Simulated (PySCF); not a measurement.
CF₄, SMILES `FC(F)(F)F`.

Computed with PySCF, PBE0/def2-TZVP, geometry: GFN2-xTB. No frequency check shows the geometry to be a minimum. A basis without diffuse functions makes polarisabilities too small.

Cartesian coordinates (Å):

```
F1      -0.7587    0.7135    0.8013
C2       0.0000    0.0000   -0.0001
F3      -0.7587   -0.7135   -0.8013
F4       0.7587    0.8013   -0.7135
F5       0.7587   -0.8013    0.7135
```

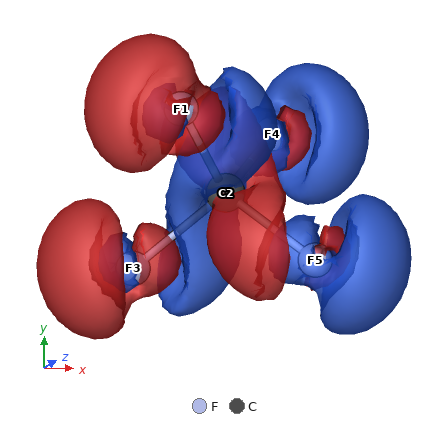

Change of the electron density in a uniform field of 0.21 V/Å, surfaces at ±0.0015 e/Å³ (red: gain, blue: loss).

> Along which Cartesian direction does the field point?

Along +x: electrons gather on the −x side, against the field.

> What dipole is induced, and what polarisability does it imply?

The induced dipole is 0.16 D (along the field); α along this axis, from the fields in both directions, is 16 bohr³ (2.4 Å³).

> Which atoms gain and lose the most charge?

Electrons gather most on F1 and F3 alike (Hirshfeld charge changes by −0.005 e) and leave F4 and F5 alike most (+0.005 e); 0.021 electrons are displaced in all.
